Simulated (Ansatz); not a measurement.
**A hypothetical structure for Gd3AlB**

Starting from a made-up structure for Gd3AlB, the aim is the relaxed cell, its shortest contacts and, where a second run follows, its electronic structure.

Main program and level: Ansatz 0.2.0; DFT, PBEsol, plane-wave PAW, default files, scalar-relativistic, ferromagnetic start, cell and ions relaxed at zero pressure, in the first sound run; inputs show where later runs differ.

### 1. Starting point

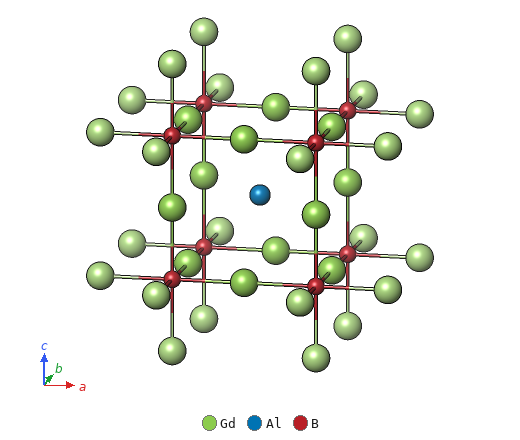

The starting structure, seen slightly off an axis (gadolinium green, aluminium blue, boron red). Some periodic images of atoms are drawn too.

### 2. Relaxing cell and atoms

The guessed cell has no reason to be at equilibrium. It is relaxed with the atoms, within the space group of the guess.

Contents of input.yaml:

```yaml
crystal:
  lattice:
    - [4.882, 0.0, 0.0]
    - [0.0, 4.882, 0.0]
    - [0.0, 0.0, 4.882]
  atoms:
    - { symbol: Gd, position: [0.0, 0.0, 0.5], spin: 7.0 }
    - { symbol: Gd, position: [0.0, 0.5, 0.0], spin: 7.0 }
    - { symbol: Gd, position: [0.5, 0.0, 0.0], spin: 7.0 }
    - { symbol: Al, position: [0.5, 0.5, 0.5] }
    - { symbol: B, position: [0.0, 0.0, 0.0] }
magnetization:
  spin_polarized: true
kpoints:
  mp_grid: { grid: [6, 6, 6] }
scf:
  occupations: { method: fermi_dirac, width: 0.05 }
hamiltonian:
  xc: pbesol
  pseudopotentials: { kind: paw }
relax:
  f_tol: 0.015
  max_steps: 70
  cell: {}
output:
  forces: true
  stress: true
```

On the command line:

```
$ ansatz run input.yaml --threads 4 --pin off --max-ram 10240MiB --backend cpu --events-out ev --progress --plain --runs-dir out
```

Numbers of over 12 decimals in the logs are rounded to 6 here.

The program printed:

```text
Engine: ansatz 0.2.0, x86_64-unknown-linux-gnu
Pseudopotentials: kind: paw
Pseudopotential: Gd, paw, valence charge 18, recommended cutoff 420 eV (normal), Gd.paw.azcp
Pseudopotential: Al, paw, valence charge 3, recommended cutoff 420 eV (normal), Al.paw.azcp
Pseudopotential: B, paw, valence charge 3, recommended cutoff 420 eV (normal), B.paw.azcp
Functional definition: PBEsol
  exchange = pbesol_x
  correlation = pbesol_c
Crystal: 5 atoms, lattice volume = 116.357 Å³
Basis set: ecut = 420 eV, 2301 PW (Γ), exchange–correlation on 72×72×72 points (8 copies of the dense FFT grid, shifted against one another)
Bands: 49, of which v1, the nominal top of the filled ones, is band 30 counted from 1 (29 counted from 0)
Symmetry: 48 space group operations
Space group: Pm-3m (ITA 221), of the structure as read, at distance tolerance 4.9e-5 Å
Magnetic group: BNS 221.92 (UNI 1594), of the structure as read, at distance tolerance 4.9e-5 Å
k-points: 20 of 216
Non-local potential: Gd, projectors of the file, l = 0: 3, l = 1: 2, l = 2: 2, l = 3: 3
Non-local potential: Al, projectors of the file, l = 0: 2, l = 1: 2, l = 2: 1
Non-local potential: B, projectors of the file, l = 0: 2, l = 1: 2, l = 2: 1
PAW form: soft (Blöchl's): semilocal exchange-correlation on the pseudo side does not see the compensation charge
PAW frozen core: Gd, regenerated for the run's functional, and the local potential with it (the file was generated under x = pbe(κ = 0.804, μ = 0.219515), c = pbe(β = 0.066725))
PAW frozen core: Al, regenerated for the run's functional, and the local potential with it (the file was generated under x = pbe(κ = 0.804, μ = 0.219515), c = pbe(β = 0.066725))
PAW frozen core: B, regenerated for the run's functional, and the local potential with it (the file was generated under x = pbe(κ = 0.804, μ = 0.219515), c = pbe(β = 0.066725))
PAW one-centre angular grid: Gd, 590 points (default); XC on 64 Gauss nodes
PAW one-centre angular grid: Al, 110 points (default); XC on 64 Gauss nodes
PAW one-centre angular grid: B, 110 points (default); XC on 64 Gauss nodes
Initial density: superposition of atomic densities (chi_scale 0.1, normalization cell, long waves kept (reshape's long-wave potential 0.00 eV rms))
Starting moments: Σ|m| = 21 μB on 3 of 5 sites
Initial wavefunctions: pseudopotential atomic-orbital guess
Functional: x = pbesol(κ = 0.804, μ = 0.123457), c = pbesol(β = 0.046)
SCF iter   1: F=—  HF=-28364.035863 eV  |F-HF|=—  |Δ(HF+E_count)|=         —  Δρ=4.81e-2 (↑3.35e-2 ↓4.81e-2)  dr2=1.75e1  dr2_m=3.95e-1  M=21.821 μB ∫|m|=21.858 μB  β_m=0.30  ethr=3.10e-3  ⟨swp⟩=6.1  Hψ=7151  notcnv=0
Mixer restart at iter 1: flushing history
preconditioner: auto → Kerker (q_TF=auto, 2.443 Å⁻¹)  [metal: Δε(μ)=0.014 eV  Ē_g=10.740 eV  σ=0.050 eV  W_gap=0.07  n_scr=26 (ndim 8)  ℏωp=25.3 eV  f_vac=0.000  D(μ)=6.70/eV (n_scr^D=80)]
spin=Collinear: Kerker preconditioning applied to the charge; magnetization (m = ρ↑ − ρ↓) channel mixes plain (no charge-response kernel on spin).
SCF iter   2: F=—  HF=-28362.333557 eV  |F-HF|=—  |Δ(HF+E_count)|=    1.70e0  Δρ=3.31e-2 (↑1.99e-2 ↓3.31e-2)  dr2=7.03e0  dr2_m=2.57e-1  M=21.845 μB ∫|m|=21.957 μB  β_m=0.57  ethr=3.10e-3  ⟨swp⟩=3.0  Hψ=3867  notcnv=0  defer=63
SCF iter   3: F=—  HF=-28361.528135 eV  |F-HF|=—  |Δ(HF+E_count)|=   8.05e-1  Δρ=1.21e-2 (↑5.01e-3 ↓1.21e-2)  dr2=2.43e-1  dr2_m=2.80e-2  M=21.714 μB ∫|m|=21.844 μB  β_m=0.65  ethr=3.10e-3  ⟨swp⟩=3.1  Hψ=3983  notcnv=0  defer=78
SCF iter   4: F=—  HF=-28361.632372 eV  |F-HF|=—  |Δ(HF+E_count)|=   1.04e-1  Δρ=6.06e-3 (↑4.16e-3 ↓6.06e-3)  dr2=3.43e-2  dr2_m=2.08e-2  M=21.712 μB ∫|m|=21.848 μB  β_m=0.82  ethr=4.05e-4  ⟨swp⟩=3.4  Hψ=4627  notcnv=0  defer=99
SCF iter   5: F=—  HF=-28361.658210 eV  |F-HF|=—  |Δ(HF+E_count)|=   2.58e-2  Δρ=1.61e-3 (↑8.17e-4 ↓1.61e-3)  dr2=9.30e-3  dr2_m=2.11e-4  M=21.688 μB ∫|m|=21.821 μB  β_m=0.80  ethr=5.72e-5  ⟨swp⟩=2.7  Hψ=3947  notcnv=0  defer=101
SCF iter   6: F=—  HF=-28361.657406 eV  |F-HF|=—  |Δ(HF+E_count)|=   8.04e-4  Δρ=3.70e-4 (↑2.60e-4 ↓3.70e-4)  dr2=9.15e-4  dr2_m=1.20e-5  M=21.688 μB ∫|m|=21.821 μB  β_m=0.90  ethr=1.55e-5  ⟨swp⟩=2.0  Hψ=3874  notcnv=0  defer=101
SCF iter   7: F=—  HF=-28361.657450 eV  |F-HF|=—  |Δ(HF+E_count)|=   4.36e-5  Δρ=7.99e-5 (↑5.36e-5 ↓7.99e-5)  dr2=2.09e-5  dr2_m=1.21e-6  M=21.688 μB ∫|m|=21.819 μB  β_m=0.95  ethr=1.53e-6  ⟨swp⟩=2.7  Hψ=3124  notcnv=0  defer=102
SCF iter   8: F=—  HF=-28361.657471 eV  |F-HF|=—  |Δ(HF+E_count)|=   2.15e-5  Δρ=2.13e-5 (↑1.69e-5 ↓2.13e-5)  dr2=3.11e-6  dr2_m=2.68e-8  M=21.687 μB ∫|m|=21.818 μB  β_m=0.97  ethr=3.49e-8  ⟨swp⟩=2.2  Hψ=2797  notcnv=0  defer=102
SCF iter   9: F=—  HF=-28361.657471 eV  |F-HF|=—  |Δ(HF+E_count)|=   4.37e-7  Δρ=4.44e-6 (↑3.50e-6 ↓4.44e-6)  dr2=1.21e-7  dr2_m=3.10e-9  M=21.687 μB ∫|m|=21.818 μB  β_m=0.99  ethr=5.18e-9  ⟨swp⟩=2.0  Hψ=2586  notcnv=0  defer=102
SCF iter  10: F=-28361.657471 eV  HF=-28361.657471 eV  |F-HF|=5.31e-10  |Δ(HF+E_count)|=   1.51e-8  Δρ=9.57e-7 (↑9.57e-7 ↓9.16e-7)  dr2=1.85e-9  dr2_m=5.73e-10  M=21.687 μB ∫|m|=21.818 μB  ethr=1.67e-10  ⟨swp⟩=2.9  Hψ=6467  notcnv=0
SCF 1 converged in 10 iterations: F = -28361.657471 eV  dr2 = 1.85e-9
  greatest PAW one-centre occupation: 0.999 electrons in one spin orbital (limit 2), on the Gd atom at site 2 (counted from 0), in its partial waves of l = 0
relax step   1: F+E_penalty+E_count = -28361.65747080 eV  Δ(F+E_penalty+E_count) = +0.000e0 eV  max|allowed force component| = 1.816e-29 eV/Å  Δτ_max = 0.0000 Å  P = +3.499 GPa  Ω = 116.357 Å³  (10 SCF iters, dr2 threshold 1.00e-7 eV, accepted)
Crystal: 5 atoms, lattice volume = 127.042 Å³
Basis set: ecut = 420 eV, 2517 PW (Γ), exchange–correlation on 72×72×72 points (8 copies of the dense FFT grid, shifted against one another)
Initial density: handed on by an earlier stage of this run
Starting moments: Σ|m| = 21 μB on 3 of 5 sites; this step starts from the density that it was given
Initial wavefunctions: those handed on with the density
iter 1 solved again at ethr=7.72e-4 eV; its pass at ethr=3.10e-3 eV (dr2=4.63e-1 eV) is discarded
SCF iter   1: F=—  HF=-28361.672868 eV  |F-HF|=—  |Δ(HF+E_count)|=         —  Δρ=1.86e-2 (↑1.14e-2 ↓1.86e-2)  dr2=4.68e-1  dr2_m=2.34e-1  M=21.585 μB ∫|m|=21.715 μB  β_m=0.30  ethr=7.72e-4  ⟨swp⟩=1.4  Hψ=11261  notcnv=0
preconditioner: auto → Kerker (q_TF=auto, 2.408 Å⁻¹)  [metal: Δε(μ)=0.026 eV  Ē_g=10.823 eV  σ=0.050 eV  W_gap=0.13  n_scr=26 (ndim 8)  ℏωp=24.2 eV  f_vac=0.000  D(μ)=5.00/eV (n_scr^D=32)]
[...]
SCF iter   2: F=—  HF=-28361.718335 eV  |F-HF|=—  |Δ(HF+E_count)|=   1.10e-3  Δρ=4.50e-3 (↑3.23e-3 ↓4.50e-3)  dr2=1.67e-2  dr2_m=1.59e-2  M=21.742 μB ∫|m|=21.884 μB  β_m=0.55  ethr=9.19e-5  ⟨swp⟩=1.8  Hψ=2510  notcnv=0
SCF iter   3: F=—  HF=-28361.722454 eV  |F-HF|=—  |Δ(HF+E_count)|=   4.12e-3  Δρ=1.19e-3 (↑6.29e-4 ↓1.19e-3)  dr2=4.77e-4  dr2_m=8.86e-4  M=21.722 μB ∫|m|=21.859 μB  β_m=0.55  ethr=2.78e-5  ⟨swp⟩=2.5  Hψ=3528  notcnv=0
SCF iter   4: F=—  HF=-28361.722728 eV  |F-HF|=—  |Δ(HF+E_count)|=   2.74e-4  Δρ=3.89e-4 (↑3.89e-4 ↓3.17e-4)  dr2=5.01e-5  dr2_m=1.31e-4  M=21.718 μB ∫|m|=21.853 μB  β_m=0.65  ethr=7.94e-7  ⟨swp⟩=2.0  Hψ=3638  notcnv=0
SCF iter   5: F=—  HF=-28361.722807 eV  |F-HF|=—  |Δ(HF+E_count)|=   7.88e-5  Δρ=5.72e-5 (↑5.72e-5 ↓5.71e-5)  dr2=5.83e-6  dr2_m=1.75e-6  M=21.715 μB ∫|m|=21.849 μB  β_m=0.78  ethr=8.35e-8  ⟨swp⟩=2.0  Hψ=3262  notcnv=0
SCF iter   6: F=—  HF=-28361.722812 eV  |F-HF|=—  |Δ(HF+E_count)|=   4.88e-6  Δρ=2.08e-5 (↑1.77e-5 ↓2.08e-5)  dr2=7.15e-7  dr2_m=2.60e-7  M=21.714 μB ∫|m|=21.847 μB  β_m=0.89  ethr=9.72e-9  ⟨swp⟩=2.2  Hψ=2914  notcnv=0
SCF iter   7: F=—  HF=-28361.722812 eV  |F-HF|=—  |Δ(HF+E_count)|=   6.60e-7  Δρ=5.70e-6 (↑5.70e-6 ↓2.50e-6)  dr2=2.93e-8  dr2_m=1.22e-8  M=21.714 μB ∫|m|=21.846 μB  β_m=0.95  ethr=1.19e-9  ⟨swp⟩=2.3  Hψ=3466  notcnv=0
SCF iter   8: F=-28361.722812 eV  HF=-28361.722812 eV  |F-HF|=4.31e-9  |Δ(HF+E_count)|=   1.76e-8  Δρ=1.74e-6 (↑9.68e-7 ↓1.74e-6)  dr2=4.08e-9  dr2_m=1.47e-9  M=21.714 μB ∫|m|=21.846 μB  ethr=4.89e-11  ⟨swp⟩=2.1  Hψ=6277  notcnv=0
SCF 3 converged in 8 iterations: F = -28361.722812 eV  dr2 = 4.08e-9
relax step   3: F+E_penalty+E_count = -28361.72281240 eV  Δ(F+E_penalty+E_count) = -2.704e-2 eV  max|allowed force component| = 7.586e-30 eV/Å  Δτ_max = 0.0000 Å  P = -0.129 GPa  Ω = 123.054 Å³  energy of the carried Pulay correction = -2.030e-3 eV  (8 SCF iters, dr2 threshold 5.00e-7 eV, accepted)
[...]
relax step   4: F+E_penalty+E_count = -28361.72300320 eV  Δ(F+E_penalty+E_count) = -1.908e-4 eV  max|allowed force component| = 1.283e-29 eV/Å  Δτ_max = 0.0000 Å  P = +0.005 GPa  Ω = 122.775 Å³  energy of the carried Pulay correction = -1.947e-3 eV  (6 SCF iters, dr2 threshold 4.17e-8 eV, accepted)
Initial wavefunctions: pseudopotential atomic-orbital guess (no wavefunctions were taken with the density)
iter 1 solved again at ethr=5.83e-8 eV; its pass at ethr=3.10e-3 eV (dr2=3.50e-5 eV) is discarded
SCF iter   1: F=—  HF=-28361.725410 eV  |F-HF|=—  |Δ(HF+E_count)|=         —  Δρ=5.70e-5 (↑2.52e-5 ↓5.70e-5)  dr2=5.00e-7  dr2_m=1.29e-6  M=21.713 μB ∫|m|=21.845 μB  β_m=0.65  ethr=5.83e-8  ⟨swp⟩=4.2  Hψ=13766  notcnv=0
preconditioner: auto → Kerker (q_TF=auto, 2.421 Å⁻¹)  [metal: Δε(μ)=0.008 eV  Ē_g=10.878 eV  σ=0.050 eV  W_gap=0.04  n_scr=26 (ndim 8)  ℏωp=24.6 eV  f_vac=0.000  D(μ)=5.09/eV (n_scr^D=32)]
spin=Collinear: Kerker preconditioning applied to the charge; magnetization (m = ρ↑ − ρ↓) channel mixes plain (no charge-response kernel on spin).
SCF iter   2: F=—  HF=-28361.725411 eV  |F-HF|=—  |Δ(HF+E_count)|=   9.59e-7  Δρ=2.31e-5 (↑1.31e-5 ↓2.31e-5)  dr2=2.95e-7  dr2_m=1.92e-7  M=21.713 μB ∫|m|=21.845 μB  β_m=0.58  ethr=8.33e-10  ⟨swp⟩=2.0  Hψ=3158  notcnv=0
SCF iter   3: F=—  HF=-28361.725411 eV  |F-HF|=—  |Δ(HF+E_count)|=   2.76e-7  Δρ=6.67e-6 (↑2.73e-6 ↓6.67e-6)  dr2=9.45e-9  dr2_m=1.54e-8  M=21.713 μB ∫|m|=21.845 μB  β_m=0.56  ethr=4.92e-10  ⟨swp⟩=2.0  Hψ=2892  notcnv=0
SCF iter   4: F=—  HF=-28361.725411 eV  |F-HF|=—  |Δ(HF+E_count)|=   3.66e-9  Δρ=8.41e-7 (↑8.41e-7 ↓7.54e-7)  dr2=2.65e-9  dr2_m=1.40e-10  M=21.713 μB ∫|m|=21.845 μB  β_m=0.64  ethr=1.58e-11  ⟨swp⟩=2.0  Hψ=3180  notcnv=0
SCF iter   5: F=—  HF=-28361.725411 eV  |F-HF|=—  |Δ(HF+E_count)|=   2.97e-9  Δρ=2.35e-7 (↑2.30e-7 ↓2.35e-7)  dr2=1.63e-10  dr2_m=1.89e-11  M=21.713 μB ∫|m|=21.845 μB  β_m=0.82  ethr=4.42e-12  ⟨swp⟩=2.4  Hψ=3045  notcnv=0
SCF iter   6: F=—  HF=-28361.725411 eV  |F-HF|=—  |Δ(HF+E_count)|=  8.37e-10  Δρ=2.97e-7 (↑8.82e-8 ↓2.97e-7)  dr2=8.74e-11  dr2_m=3.15e-11  M=21.713 μB ∫|m|=21.845 μB  β_m=0.91  ethr=1.00e-12  ⟨swp⟩=2.1  Hψ=2855  notcnv=0
SCF iter   7: F=—  HF=-28361.725411 eV  |F-HF|=—  |Δ(HF+E_count)|=  3.35e-10  Δρ=6.76e-8 (↑5.85e-8 ↓6.76e-8)  dr2=3.78e-12  dr2_m=3.96e-12  M=21.713 μB ∫|m|=21.845 μB  β_m=0.96  ethr=1.00e-12  ⟨swp⟩=2.3  Hψ=3081  notcnv=0
SCF iter   8: F=-28361.725411 eV  HF=-28361.725411 eV  |F-HF|=2.18e-11  |Δ(HF+E_count)|=  1.82e-11  Δρ=2.10e-8 (↑5.39e-9 ↓2.10e-8)  dr2=5.94e-13  dr2_m=1.47e-13  M=21.713 μB ∫|m|=21.845 μB  ethr=1.00e-12  ⟨swp⟩=3.0  Hψ=6104  notcnv=0
SCF 5 converged in 8 iterations: F = -28361.725411 eV  dr2 = 5.94e-13
relax step   5: F+E_penalty+E_count = -28361.72541105 eV  Δ(F+E_penalty+E_count) = -2.408e-3 eV  max|allowed force component| = 5.856e-30 eV/Å  Δτ_max = 0.0000 Å  P = +0.031 GPa  Ω = 122.775 Å³  stress off target by 3.08e-2 GPa  SCF on the basis re-selected at this cell (its energy is not comparable with the rows above)  (8 SCF iters)
basis re-selected at this cell: Δ(F+E_penalty+E_count) = -2.408e-3 eV, ΔP = +0.025 GPa vs the last step (what re-selecting the basis moved, of the pressure what is left beyond the Pulay correction that the steps carried, after the strain that the cell walked since its last selection, with what the two solves' SCF thresholds leave and, on support functions, any second-order correction that the steps lacked; it is no m [...]
SCF converged after 8 iterations
Magnetization: 21.7132 μB (40.8566 up, 19.1434 down)
Absolute magnetization: 21.8452 μB (∫|ρ↑−ρ↓|, with the PAW one-centre terms)
Spin contamination: 0.0587 ħ² per cell (⟨S²⟩ above its minimum at these occupations)
Per-site moments (μB) at R_I (Å): [(6.889209, 1.025094), (6.889209, 1.025094), (6.889209, 1.025094), (0.013584, 1.449702), (-0.052604, 1.025094)]
Free energy (F): -28361.725411 eV
Harris-Foulkes:  -28361.725411 eV  (|F-HF|=2.18e-11)
Internal energy: -28361.683090 eV  (E = F + TS)
E sigma→0 (E₀):  -28361.704250 eV
Entropy (-TS):   -0.042321 eV (-8.464 meV/atom)
Fermi energy:    10.708779 eV
--- Per-component energies (eV) ---
  E_band       = -100.999551
  E_kinetic    = 1280.457936
  E_local      = -7183.535364  (includes V_loc(G=0)·N_el)
  E_nonlocal   = 899.585171
  E_hartree    = 3024.929108
  E_xc         = -765.124686
  E_vxc        = -822.960768  (∫ρ·V_xc dr)
  E_paw        = -19571.186841  (= ΣΔE_a)
  E_vpaw       = -324.404657  (= ΣTr[D̂ρ^β])
  E_aug_tail   = -0.000005  (compensation charges beyond the density's cutoff)
  E_ewald      = -6048.825771
  E_core_change = 2.017362  (= ΣΔE_core)
  E_smearing   = -0.042321  (= −TS)
  E_closure    = 0.000000  (closes the sum)
  Σ components = -28361.725411   (vs F -28361.725411, Δ=0.00e0)
--- Forces (eV/Å), atoms counted from 1 ---
  atom   1  Gd    -0.00000000     0.00000000     0.00000000
  atom   2  Gd     0.00000000     0.00000000     0.00000000
  atom   3  Gd    -0.00000000    -0.00000000     0.00000000
  atom   4  Al     0.00000000    -0.00000000     0.00000000
  atom   5  B      0.00000000    -0.00000000     0.00000000
  max |Σ_I F_I| component: 7.54e-30 eV/Å
--- Stress (GPa, compression-positive) ---
        0.030812       0.000000       0.000000
        0.000000       0.030812       0.000000
        0.000000       0.000000       0.030812
  P = ⅓ Tr σ = 0.0308 GPa (0.308 kbar)
--- Relaxed structure (4 steps of the walk, 4 accepted, 1 SCFs on fresh bases) ---
  F+E_penalty+E_count = -28361.72541105 eV   max|allowed force component| = 5.856e-30 eV/Å   (the final SCF, on the basis selected at the relaxed cell)
  cell:  # Å, volume = 122.7747 Å³
    - [4.970152, 0, 0]
    - [0, 4.970152, 0]
    - [0, 0, 4.970152]
  atoms:
    - { symbol: Gd, position: [0, 0, 0.5] }
    - { symbol: Gd, position: [0, 0.5, 0] }
    - { symbol: Gd, position: [0.5, 0, 0] }
    - { symbol: Al, position: [0.5, 0.5, 0.5] }
    - { symbol: B, position: [0, 0, 0] }
```

Wall time 18 s (4 threads of Intel Xeon Platinum 8488C (Sapphire Rapids), shared host); peak memory 0.65 GiB.

Relaxation path:

```
step  energy less that of the first step (eV)  largest force component (eV/Å)  pressure (GPa)  volume (Å³)
   1                                   0.0000                          0.0000            3.50       116.36
   2                                  -0.0383                          0.0000           -1.91       127.04
   3                                  -0.0653                          0.0000           -0.13       123.05
   4                                  -0.0655                          0.0000            0.01       122.77
  5*                                  -0.0679                          0.0000            0.03       122.77
```

Relaxation steps marked * repeat the geometry before them on a plane-wave basis chosen anew for their cell, so energy and pressure can jump there.

The run keeps the 48 symmetry operations that it works with, so distortions that break them were not tested.

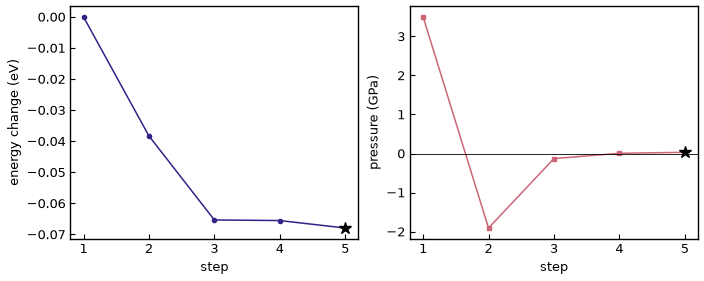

Energy and pressure along the relaxation. Stars mark steps on a basis chosen anew.

```
conventional cell, symmetrised  before  after  change
                         a (Å)   4.882  4.970  +1.8 %
                         b (Å)   4.882  4.970  +1.8 %
                         c (Å)   4.882  4.970  +1.8 %
              volume (Å³/atom)   23.27  24.55  +5.5 %
```

The relaxed structure:

```cif
data_structure
_symmetry_space_group_name_H-M 'P 1'
_symmetry_Int_Tables_number 1
_cell_length_a 4.9702
_cell_length_b 4.9702
_cell_length_c 4.9702
_cell_angle_alpha 90.000
_cell_angle_beta 90.000
_cell_angle_gamma 90.000
_cell_volume 122.77
loop_
_atom_site_label
_atom_site_type_symbol
_atom_site_fract_x
_atom_site_fract_y
_atom_site_fract_z
_atom_site_occupancy
Gd1 Gd 0.00000 0.00000 0.50000 1
Gd2 Gd 0.00000 0.50000 0.00000 1
Gd3 Gd 0.50000 0.00000 0.00000 1
Al4 Al 0.50000 0.50000 0.50000 1
B5 B 0.00000 0.00000 0.00000 1
```

This step gave:

```
free energy             : -28361.7254 eV
energy at zero smearing : -28361.7043 eV
smearing term TS        : 0.04232 eV
Fermi energy            : 10.71 eV
magnetization           : 21.71 μB
absolute magnetization  : 21.85 μB
site moments            : 6.889, 6.889, 6.889, 0.01358, -0.05260 μB
electrons               : 60
symmetry operations     : 48
pressure                : 0.03081 GPa
```

Site moment by atom:

```
atom  site moment (μB)
 Gd1              6.89
 Gd2              6.89
 Gd3              6.89
 Al4              0.01
  B5             -0.05
```

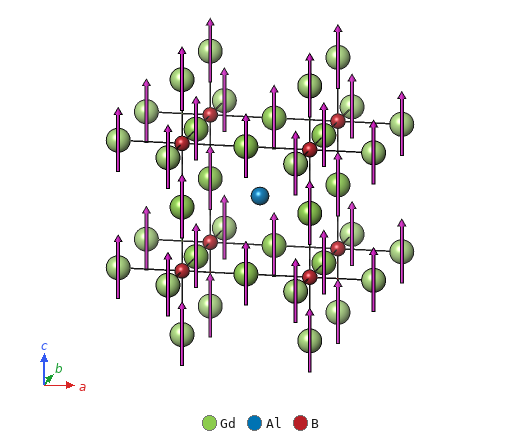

Site moment as arrows, the longest 6.89 μB. Up and down stand for the sign. Arrows give size and sign along the axis of quantisation, drawn up and down the page. Some periodic images of atoms are drawn too.

Shortest distances by pair of elements, guess and relaxed (not always the same contact):

```
 pair  guess (Å)  relaxed (Å)
 B–Gd      2.441        2.485
Gd–Gd      3.452        3.514
Al–Gd      3.452        3.514
 Al–B      4.228        4.304
Al–Al      4.882        4.970
```

The relaxation ends with a pressure of 0.03 GPa.

(Part 1 of 2 ends here.)

[Logs are printed without paths, hosts, clocks, repeated set-up lines and the standing remarks that a program may print on its own settings, such as how far it seeks lower states.]

[Hosts, paths, dates, database ids (printed as entryN), source tags and the programs' standing remarks are cut or masked in the printed files.]
